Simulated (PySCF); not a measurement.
SMILES C=Cc1ccc(F)cc1 (C8H7F) at its GFN2-xTB optimised geometry (Å):

```
16

C     -2.2511    -2.0061     0.0000
C     -0.9369    -1.8181     0.0000
C     -0.2359    -0.5393     0.0000
C     -0.8974     0.6904     0.0000
C     -0.1938     1.8782     0.0000
C      1.1892     1.8373     0.0000
F      1.8813     2.9965     0.0000
C      1.8803     0.6395     0.0000
C      1.1610    -0.5393     0.0000
H     -2.6725    -2.9965     0.0000
H     -2.9589    -1.1953    -0.0001
H     -0.2857    -2.6837     0.0000
H     -1.9751     0.7227     0.0000
H     -0.7004     2.8306     0.0000
H      2.9589     0.6417     0.0000
H      1.6906    -1.4810     0.0000
```

Level of theory: B3LYP/def2-TZVP in PySCF.

Map of the HOMO−1 amplitude (bohr^(-3/2)) on the plane z = 0.8 Å; orbital energy -7.50 eV, overall sign arbitrary:

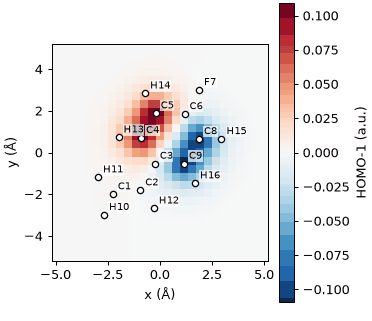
Figure: HOMO−1 amplitude (bohr^(-3/2)) on the plane z = 0.8 Å.
